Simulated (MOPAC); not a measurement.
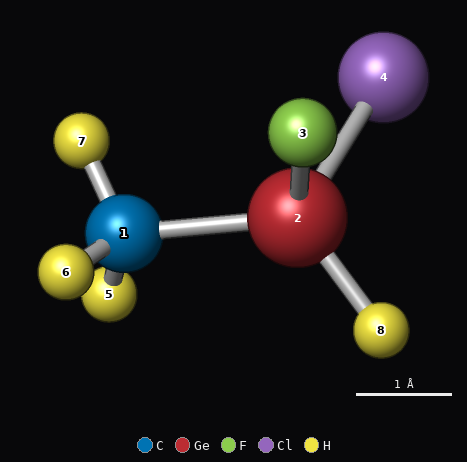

*The structure (ball-and-stick view, seen at a tilt; atoms are numbered from 1 in the order of the input). Sticks mark near contacts.*

Bond lengths as drawn: Cl–Ge 2.16 Å, C–Ge 1.89 Å, C–H 1.10 Å, F–Ge 1.75 Å and Ge–H 1.48 Å.

## Frequency calculation of CH4ClFGe (part 1 of 2)

- system: CH4ClFGe, SMILES [CH3][GeH]([F])[Cl]
- method: PM6, closed shell (MOPAC 23.2.5)

The geometry was optimised with PM6.

Input (mol.mop)
```
PM6 THERMO FORCE AUX(PRECISION=9) THREADS=1
CH4ClFGe

C     -0.234079 +1     1.003045 +1    -0.109438 +1
Ge     0.086767 +1    -0.829431 +1     0.244962 +1
F      1.808694 +1    -1.013495 +1     0.473982 +1
Cl    -0.106076 +1    -1.917038 +1    -1.606152 +1
H     -1.300487 +1     1.252550 +1    -0.165157 +1
H      0.214619 +1     1.661216 +1     0.648498 +1
H      0.205902 +1     1.317980 +1    -1.069081 +1
H     -0.603715 +1    -1.544330 +1     1.348071 +1
```

Command:
```bash
mopac mol.mop
```

The program's output
```
MOPAC v23.2.5
PM6 CALCULATION RESULTS

 *  PM6        - The PM6 Hamiltonian to be used
 *  FORCE      - FORCE CALCULATION SPECIFIED
 *  THREADS=1  - MULTI-THREADING NOT USED
 *  AUX        - OUTPUT AUXILIARY INFORMATION
 *  THERMO     - THERMODYNAMIC QUANTITIES TO BE CALCULATED
PM6 THERMO FORCE AUX(PRECISION=9) THREADS=1
 CH4ClFGe

   ATOM   CHEMICAL          X               Y               Z
  NUMBER   SYMBOL      (ANGSTROMS)     (ANGSTROMS)     (ANGSTROMS)

     1       C         -0.23407900  *   1.00304500  *  -0.10943800  *
     2      Ge          0.08676700  *  -0.82943100  *   0.24496200  *
     3       F          1.80869400  *  -1.01349500  *   0.47398200  *
     4      Cl         -0.10607600  *  -1.91703800  *  -1.60615200  *
     5       H         -1.30048700  *   1.25255000  *  -0.16515700  *
     6       H          0.21461900  *   1.66121600  *   0.64849800  *
     7       H          0.20590200  *   1.31798000  *  -1.06908100  *
     8       H         -0.60371500  *  -1.54433000  *   1.34807100  *

          CARTESIAN COORDINATES

    NO.       ATOM           X           Y           Z

     1         C         -0.2341      1.0030     -0.1094
     2        Ge          0.0868     -0.8294      0.2450
     3         F          1.8087     -1.0135      0.4740
     4        Cl         -0.1061     -1.9170     -1.6062
     5         H         -1.3005      1.2526     -0.1652
     6         H          0.2146      1.6612      0.6485
     7         H          0.2059      1.3180     -1.0691
     8         H         -0.6037     -1.5443      1.3481

           Empirical Formula: C H4 Ge F Cl  =     8 atoms

      MOLECULAR POINT GROUP   :   C1

      RHF CALCULATION, NO. OF DOUBLY OCCUPIED LEVELS = 13

          HEAT OF FORMATION =    -107.435100 KCALS/MOLE

          CARTESIAN COORDINATE DERIVATIVES

   NUMBER  ATOM         X            Y            Z

     1       C     -0.000661     0.000094    -0.001044
     2      Ge      0.005261     0.004521     0.004193
     3       F      0.002680     0.002097    -0.008719
     4      Cl     -0.001958    -0.009137     0.017817
     5       H      0.007323    -0.007419    -0.016663
     6       H     -0.011359     0.003581     0.027023
     7       H     -0.000449     0.005543    -0.008756
     8       H     -0.000837     0.000721    -0.013852

 DIPOLE           X         Y         Z       TOTAL
 POINT-CHG.    -2.075    -2.806     3.379     4.858
 HYBRID        -0.167     0.394    -0.506     0.663
 SUM           -2.242    -2.411     2.873     4.370

          GRADIENT NORM =   0.04603

          MOLECULAR WEIGHT =  143.08

          ROTATIONAL CONSTANTS IN CM(-1)

          A =    0.16968721   B =    0.09492059   C =    0.07366392

           PRINCIPAL MOMENTS OF INERTIA IN UNITS OF 10**(-40)*GRAM-CM**2

          A =      164.9668   B =      294.9071   C =      380.0063

          ORIENTATION OF MOLECULE IN FORCE CALCULATION

    NO.       ATOM         X         Y         Z

     1          C      -1.9263   -0.0832    0.4823
     2         Ge      -0.0325   -0.0832    0.4823
     3          F       0.4802    1.5867    0.4823
     4         Cl       0.6408   -0.6227   -1.4931
     5          H      -2.3589   -1.0852    0.5897
     6          H      -2.3453    0.5395    1.2859
     7          H      -2.3361    0.3300   -0.4531
     8          H       0.7487   -0.8049    1.5184

    FIRST DERIVATIVES WILL BE USED IN THE CALCULATION OF SECOND DERIVATIVES

          ESTIMATED TIME TO COMPLETE CALCULATION =        0.38 SECONDS

    FOR POINT-GROUP C1   THERE ARE   1 UNIQUE SYMMETRY FUNCTIONS.

 STEP:   1 TIME =     0.01 SECS, INTEGRAL =      0.01 TIME LEFT: 172799.98
 STEP:   2 TIME =     0.00 SECS, INTEGRAL =      0.01 TIME LEFT: 172799.98
 STEP:   3 TIME =     0.00 SECS, INTEGRAL =      0.01 TIME LEFT: 172799.98
 STEP:   4 TIME =     0.01 SECS, INTEGRAL =      0.02 TIME LEFT: 172799.98
 STEP:   5 TIME =     0.00 SECS, INTEGRAL =      0.02 TIME LEFT: 172799.98
 STEP:   6 TIME =     0.01 SECS, INTEGRAL =      0.02 TIME LEFT: 172799.97
 STEP:   7 TIME =     0.01 SECS, INTEGRAL =      0.03 TIME LEFT: 172799.96
 STEP:   8 TIME =     0.00 SECS, INTEGRAL =      0.03 TIME LEFT: 172799.96
 STEP:   9 TIME =     0.01 SECS, INTEGRAL =      0.04 TIME LEFT: 172799.95
 STEP:  10 TIME =     0.00 SECS, INTEGRAL =      0.04 TIME LEFT: 172799.95
 STEP:  11 TIME =     0.01 SECS, INTEGRAL =      0.05 TIME LEFT: 172799.95
 STEP:  12 TIME =     0.01 SECS, INTEGRAL =      0.05 TIME LEFT: 172799.94
 STEP:  13 TIME =     0.00 SECS, INTEGRAL =      0.05 TIME LEFT: 172799.94
 STEP:  14 TIME =     0.01 SECS, INTEGRAL =      0.06 TIME LEFT: 172799.93
 STEP:  15 TIME =     0.00 SECS, INTEGRAL =      0.06 TIME LEFT: 172799.93
 STEP:  16 TIME =     0.01 SECS, INTEGRAL =      0.07 TIME LEFT: 172799.92
 STEP:  17 TIME =     0.00 SECS, INTEGRAL =      0.07 TIME LEFT: 172799.92
 STEP:  18 TIME =     0.01 SECS, INTEGRAL =      0.08 TIME LEFT: 172799.91
 STEP:  19 TIME =     0.01 SECS, INTEGRAL =      0.09 TIME LEFT: 172799.91
 STEP:  20 TIME =     0.00 SECS, INTEGRAL =      0.09 TIME LEFT: 172799.91
 STEP:  21 TIME =     0.01 SECS, INTEGRAL =      0.09 TIME LEFT: 172799.90
 STEP:  22 TIME =     0.00 SECS, INTEGRAL =      0.09 TIME LEFT: 172799.90
 STEP:  23 TIME =     0.01 SECS, INTEGRAL =      0.10 TIME LEFT: 172799.89
 STEP:  24 TIME =     0.00 SECS, INTEGRAL =      0.10 TIME LEFT: 172799.89

(To convert to Hartree/Bohr^2, multiply by (10^(-21) x N x a0^2)/(4.184 x 627.51) =  0.0642)

           FORCE MATRIX IN MILLIDYNES/ANGSTROM

                  C  1      Ge  2       F  3      Cl  4       H  5       H  6
 ------------------------------------------------------------------------------
     C    1   9.807436
    Ge    2   2.218065   7.675845
     F    3   0.271908   3.354970   3.826951
    Cl    4   0.231663   1.759326   0.263417   2.268923
     H    5   3.557160   0.476160   0.041411   0.020893   4.184957
     H    6   3.540245   0.488008   0.027112   0.033395   0.431575   4.168112
     H    7   3.546108   0.496019   0.023517   0.033727   0.432652   0.431682
     H    8   0.189128   3.056057   0.244775   0.241635   0.018171   0.019967

                  H  7       H  8
 ------------------------------
     H    7   4.167854
     H    8   0.038799   3.356152

          HEAT OF FORMATION =    -107.435100 KCALS/MOLE

          ZERO POINT ENERGY      27.882 KCAL/MOL

           NORMAL COORDINATE ANALYSIS (Total motion = 1 Angstrom)

   Root No.       1         2         3         4         5         6         7         8

                 1 A       2 A       3 A       4 A       5 A       6 A       7 A       8 A

                  53.6     139.3     170.9     194.3     378.9     608.6     617.9     668.9

           1   -0.0003   -0.0270    0.0124   -0.0286    0.0248   -0.0250    0.0556   -0.1204
           2   -0.0005    0.0545    0.0541   -0.1192   -0.0079   -0.0057   -0.0021   -0.0019
           3   -0.0026    0.1350    0.0702    0.0395   -0.0187   -0.0003   -0.0009    0.0002
           4   -0.0003   -0.0269    0.0132   -0.0304    0.0470   -0.0075   -0.0243    0.0188
           5   -0.0029   -0.0186    0.0199    0.0379   -0.0399   -0.0329   -0.0123   -0.0182
           6   -0.0002   -0.0181   -0.0533   -0.0218   -0.1406   -0.0002   -0.0015    0.0033
           7    0.0037   -0.0047   -0.0968    0.1196    0.0017    0.0423    0.0219    0.0238
           8   -0.0041   -0.0228    0.0518   -0.0134    0.0042    0.1006    0.0408    0.0967
           9    0.0099   -0.0551    0.1871    0.0376    0.0066    0.0162    0.0009   -0.0090
          10   -0.0011    0.0696    0.0184    0.0119   -0.1032    0.0027    0.0004    0.0004
          11    0.0084    0.0261   -0.0918   -0.0155    0.0782   -0.0011    0.0010   -0.0023
          12   -0.0037    0.0063   -0.0212    0.0067    0.2834   -0.0202    0.0164    0.0041
          13   -0.0063   -0.0636   -0.0051    0.0926    0.0229   -0.0747   -0.0011   -0.0832
          14    0.0373    0.0764    0.0671   -0.1724    0.0021    0.0197    0.0152   -0.0132
          15    0.3187    0.1862    0.1153    0.0596    0.0320    0.0121   -0.0378   -0.0039
          16    0.0049    0.0844    0.0986   -0.0647    0.1182    0.0375    0.0121   -0.1379
          17    0.2570    0.0788    0.0723   -0.1733   -0.0029    0.0183    0.0203   -0.0167
          18   -0.1979    0.1767    0.1036    0.0617    0.0257    0.0176   -0.0360   -0.0098
          19    0.0000   -0.1025   -0.0560   -0.1203   -0.0488   -0.0306    0.1322   -0.1033
          20   -0.2895    0.0728    0.0617   -0.1709    0.0035    0.0177    0.0199   -0.0136
          21   -0.1300    0.1774    0.1053    0.0590    0.0265    0.0140   -0.0373   -0.0038
          22   -0.0015   -0.0190    0.0395   -0.0484   -0.1740    0.0116    0.5154   -0.0552
          23   -0.0102   -0.0251   -0.0271    0.0017    0.1336    0.5285    0.0469   -0.3671
          24   -0.0044   -0.0255   -0.1004   -0.0249    0.1721    0.3754   -0.3622   -0.1979

   Root No.       9        10        11        12        13        14        15        16

                 9 A      10 A      11 A      12 A      13 A      14 A      15 A      16 A

                 691.8     862.5     871.2    1217.3    1222.3    1280.7    2385.4    2675.8

           1    0.1278   -0.0032    0.0014    0.0046    0.0028   -0.0645   -0.0001    0.0006
           2   -0.0024   -0.0469   -0.0488   -0.0266   -0.0369   -0.0048    0.0007    0.0051
           3   -0.0012   -0.0489    0.0480    0.0354   -0.0272    0.0028   -0.0012   -0.0517
           4   -0.0235    0.0004    0.0002    0.0003    0.0001   -0.0010   -0.0065   -0.0000
           5   -0.0120    0.0054    0.0053    0.0002    0.0004    0.0002    0.0060    0.0000
           6    0.0018    0.0053   -0.0051   -0.0001    0.0002   -0.0001   -0.0084   -0.0002
           7    0.0107    0.0022    0.0020    0.0002    0.0003    0.0002   -0.0003   -0.0000
           8    0.0666   -0.0003    0.0015   -0.0003   -0.0004   -0.0001    0.0015   -0.0000
           9   -0.0064   -0.0016    0.0006    0.0001   -0.0000   -0.0000   -0.0007   -0.0001
          10   -0.0013   -0.0013    0.0006   -0.0000   -0.0001    0.0001    0.0000   -0.0000
          11   -0.0014   -0.0003   -0.0006    0.0001   -0.0002   -0.0001   -0.0001    0.0000
          12   -0.0026    0.0011   -0.0007    0.0002   -0.0002   -0.0002   -0.0010   -0.0000
          13    0.1490   -0.2467   -0.3152    0.0706    0.0824    0.2863   -0.0060   -0.0445
          14   -0.0196    0.0839    0.0919   -0.0776   -0.0196   -0.1422   -0.0044   -0.0999
          15    0.0187    0.0651   -0.0760   -0.3047    0.3001    0.0017    0.0002   -0.0131
          16    0.1294    0.3925   -0.0521    0.0241   -0.1479    0.2748   -0.0064   -0.1482
          17   -0.0105    0.0725    0.0650    0.3333    0.0482    0.1120    0.0032    0.2179
          18    0.0179    0.0933   -0.0719   -0.2387   -0.1434    0.0761    0.0036    0.2558
          19    0.0627   -0.1507    0.3593   -0.1712    0.0234    0.2755   -0.0117    0.1860
          20   -0.0120    0.0644    0.0700    0.0538    0.3963    0.0757    0.0028   -0.1804
          21    0.0169    0.0746   -0.0793    0.1235    0.1596   -0.1015   -0.0059    0.3912
          22   -0.3254    0.0211   -0.0853   -0.0035    0.0003    0.0007    0.4988    0.0008
          23   -0.2713   -0.0387   -0.0357   -0.0002    0.0015   -0.0034   -0.4699   -0.0006
          24    0.0464   -0.0431    0.0351    0.0016    0.0005    0.0030    0.6651    0.0001

   Root No.      17        18

                17 A      18 A

                2686.1    2778.3

           1   -0.0002   -0.0254
           2   -0.0511   -0.0002
           3   -0.0051   -0.0008
           4    0.0000   -0.0008
           5   -0.0002    0.0000
           6   -0.0000   -0.0000
           7    0.0001    0.0001
           8   -0.0000    0.0002
           9   -0.0000   -0.0000
          10   -0.0000    0.0001
          11   -0.0000   -0.0000
          12    0.0000   -0.0001
          13    0.1932    0.1240
          14    0.4186    0.3030
          15   -0.0504   -0.0331
          16   -0.1337    0.1146
          17    0.1706   -0.1794
          18    0.2494   -0.2326
          19   -0.0601    0.1139
          20    0.0360   -0.1214
          21   -0.1365    0.2749
          22   -0.0005    0.0054
          23   -0.0003   -0.0032
          24   -0.0005    0.0043

           MASS-WEIGHTED COORDINATE ANALYSIS (NORMAL COORDINATES)

   Root No.       1         2         3         4         5         6         7         8

                 1 A       2 A       3 A       4 A       5 A       6 A       7 A       8 A

                  53.6     139.3     170.9     194.3     378.9     608.6     617.9     668.9

           1   -0.0020   -0.1066    0.0337   -0.1071    0.0374   -0.0988    0.2562   -0.5253
           2   -0.0030    0.2155    0.1465   -0.4472   -0.0120   -0.0226   -0.0095   -0.0081
           3   -0.0162    0.5332    0.1900    0.1481   -0.0283   -0.0011   -0.0041    0.0010
           4   -0.0046   -0.2615    0.0879   -0.2807    0.1746   -0.0726   -0.2749    0.2013
           5   -0.0435   -0.1809    0.1323    0.3499   -0.1481   -0.3198   -0.1387   -0.1948
           6   -0.0029   -0.1761   -0.3549   -0.2008   -0.5221   -0.0015   -0.0172    0.0354
           7    0.0284   -0.0232   -0.3295    0.5643    0.0033    0.2103    0.1269    0.1304
           8   -0.0314   -0.1135    0.1765   -0.0634    0.0080    0.4997    0.2364    0.5305
           9    0.0768   -0.2737    0.6370    0.1774    0.0125    0.0805    0.0050   -0.0491
          10   -0.0121    0.4725    0.0856    0.0767   -0.2679    0.0182    0.0033    0.0031
          11    0.0885    0.1774   -0.4268   -0.0996    0.2029   -0.0077    0.0080   -0.0175
          12   -0.0386    0.0426   -0.0986    0.0429    0.7354   -0.1370    0.1297    0.0307
          13   -0.0112   -0.0728   -0.0040    0.1006    0.0100   -0.0854   -0.0015   -0.1051
          14    0.0665    0.0874    0.0526   -0.1873    0.0009    0.0225    0.0203   -0.0167
          15    0.5677    0.2131    0.0904    0.0647    0.0140    0.0138   -0.0504   -0.0049
          16    0.0087    0.0966    0.0774   -0.0703    0.0517    0.0429    0.0162   -0.1743
          17    0.4578    0.0902    0.0567   -0.1883   -0.0013    0.0209    0.0271   -0.0211
          18   -0.3526    0.2022    0.0812    0.0670    0.0113    0.0201   -0.0480   -0.0124
          19    0.0000   -0.1173   -0.0439   -0.1307   -0.0214   -0.0350    0.1763   -0.1305
          20   -0.5156    0.0833    0.0484   -0.1857    0.0015    0.0202    0.0265   -0.0171
          21   -0.2315    0.2031    0.0826    0.0641    0.0116    0.0161   -0.0497   -0.0047
          22   -0.0027   -0.0217    0.0310   -0.0526   -0.0762    0.0133    0.6874   -0.0697
          23   -0.0182   -0.0287   -0.0213    0.0019    0.0585    0.6046    0.0625   -0.4638
          24   -0.0078   -0.0291   -0.0787   -0.0271    0.0753    0.4294   -0.4830   -0.2500

   Root No.       9        10        11        12        13        14        15        16

                 9 A      10 A      11 A      12 A      13 A      14 A      15 A      16 A

                 691.8     862.5     871.2    1217.3    1222.3    1280.7    2385.4    2675.8

           1    0.5904   -0.0192    0.0085    0.0272    0.0165   -0.3832   -0.0005    0.0034
           2   -0.0113   -0.2793   -0.2907   -0.1565   -0.2150   -0.0285    0.0024    0.0278
           3   -0.0055   -0.2913    0.2859    0.2082   -0.1588    0.0166   -0.0043   -0.2826
           4   -0.2670    0.0054    0.0036    0.0042    0.0011   -0.0150   -0.0574   -0.0002
           5   -0.1365    0.0794    0.0783    0.0022    0.0051    0.0036    0.0533    0.0005
           6    0.0202    0.0778   -0.0745   -0.0020    0.0031   -0.0013   -0.0738   -0.0027
           7    0.0619    0.0164    0.0154    0.0017    0.0024    0.0012   -0.0013   -0.0000
           8    0.3873   -0.0020    0.0111   -0.0022   -0.0027   -0.0004    0.0067   -0.0001
           9   -0.0371   -0.0117    0.0043    0.0004   -0.0002   -0.0001   -0.0031   -0.0005
          10   -0.0104   -0.0133    0.0059   -0.0001   -0.0010    0.0008    0.0001   -0.0001
          11   -0.0109   -0.0026   -0.0066    0.0006   -0.0017   -0.0005   -0.0003    0.0000
          12   -0.0210    0.0116   -0.0070    0.0017   -0.0022   -0.0016   -0.0060   -0.0004
          13    0.1994   -0.4258   -0.5441    0.1205    0.1393    0.4923   -0.0062   -0.0704
          14   -0.0262    0.1448    0.1586   -0.1325   -0.0332   -0.2445   -0.0046   -0.1581
          15    0.0250    0.1123   -0.1311   -0.5198    0.5071    0.0029    0.0002   -0.0207
          16    0.1732    0.6776   -0.0899    0.0411   -0.2499    0.4726   -0.0067   -0.2345
          17   -0.0141    0.1251    0.1122    0.5687    0.0815    0.1926    0.0033    0.3448
          18    0.0239    0.1611   -0.1242   -0.4073   -0.2423    0.1309    0.0038    0.4047
          19    0.0839   -0.2602    0.6201   -0.2921    0.0396    0.4739   -0.0121    0.2943
          20   -0.0161    0.1112    0.1209    0.0917    0.6696    0.1301    0.0029   -0.2854
          21    0.0226    0.1288   -0.1370    0.2107    0.2696   -0.1746   -0.0061    0.6190
          22   -0.4356    0.0363   -0.1473   -0.0060    0.0005    0.0013    0.5192    0.0012
          23   -0.3632   -0.0668   -0.0617   -0.0004    0.0025   -0.0059   -0.4891   -0.0010
          24    0.0621   -0.0743    0.0605    0.0028    0.0009    0.0051    0.6923    0.0002

   Root No.      17        18

                17 A      18 A

                2686.1    2778.3

           1   -0.0013   -0.1556
           2   -0.2864   -0.0010
           3   -0.0286   -0.0049
           4    0.0006   -0.0122
           5   -0.0029    0.0000
           6   -0.0002   -0.0001
           7    0.0004    0.0008
           8   -0.0001    0.0016
           9   -0.0000   -0.0000
          10   -0.0000    0.0005
          11   -0.0002   -0.0003
          12    0.0000   -0.0010
          13    0.3137    0.2197
          14    0.6798    0.5366
          15   -0.0818   -0.0587
          16   -0.2171    0.2029
          17    0.2771   -0.3178
          18    0.4050   -0.4119
          19   -0.0976    0.2018
          20    0.0585   -0.2150
          21   -0.2217    0.4869
          22   -0.0007    0.0095
          23   -0.0004   -0.0057
          24   -0.0008    0.0077

          DESCRIPTION OF VIBRATIONS

 VIBRATION          1    1A          ATOM PAIR     ENERGY CONTRIBUTION    RADIAL
 FREQUENCY            53.56         C 1 -- H 6         +33.6% (982.6%)      0.0%
 TRANSITION DIPOLE   0.0127         C 1 -- H 5         +33.5% (981.0%)      0.0%
 TRAVEL (Ang.)       0.0000         C 1 -- H 7         +32.8% (972.1%)      0.0%
 REDUCED MASS        0.3275
 EFFECTIVE MASS      4.2497
 FORCE CONSTANT      0.0006

 VIBRATION          2    2A          ATOM PAIR     ENERGY CONTRIBUTION    RADIAL
 FREQUENCY           139.27         C 1 -- Ge2         +29.6% (389.5%)      3.5%
 TRANSITION DIPOLE   0.2964         C 1 -- H 5         +25.5% (361.4%)      4.4%
 TRAVEL (Ang.)       0.3062         C 1 -- H 7         +23.1% (344.1%)     43.5%
 REDUCED MASS        5.1656         C 1 -- H 6         +17.9% (303.3%)     91.5%
 EFFECTIVE MASS    136.2314
 FORCE CONSTANT      0.0590
```
